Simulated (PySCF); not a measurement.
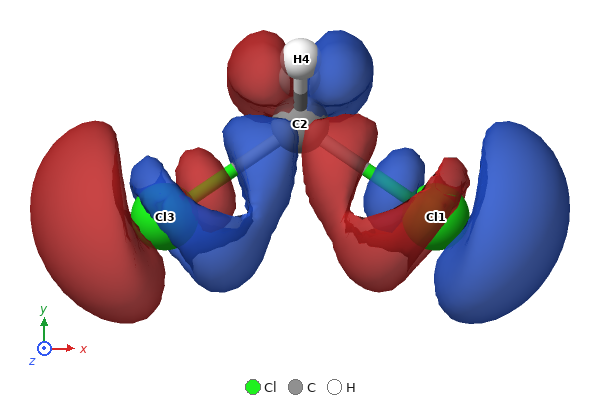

*CH$_{2}$Cl$_{2}$, SMILES `ClCCl`. Change of the electron density in a uniform field of 0.21 V/Å, surfaces at ±0.002 e/Å³ (red: gain, blue: loss).*

PySCF calculation, ωB97X/def2-TZVP, gas phase; geometry: GFN2-xTB. No frequency check shows the geometry to be a minimum. A basis without diffuse functions makes polarisabilities too small. GFN2-xTB bond lengths at metals and heavier atoms can be off by up to 0.1 Å and shapes distorted, which carries into these values.

> Along which Cartesian direction does the field point?

Along +x: electrons gather on the −x side, against the field.

> What dipole is induced, and what polarisability does it imply?

The induced dipole is 0.48 D (along the field); α along this axis, from the fields in both directions, is 47 bohr³ (6.9 Å³).

> Which atoms gain and lose the most charge?

Electrons gather most on Cl3 (Hirshfeld charge changes by −0.018 e) and leave Cl1 most (+0.018 e); 0.042 electrons are displaced in all.
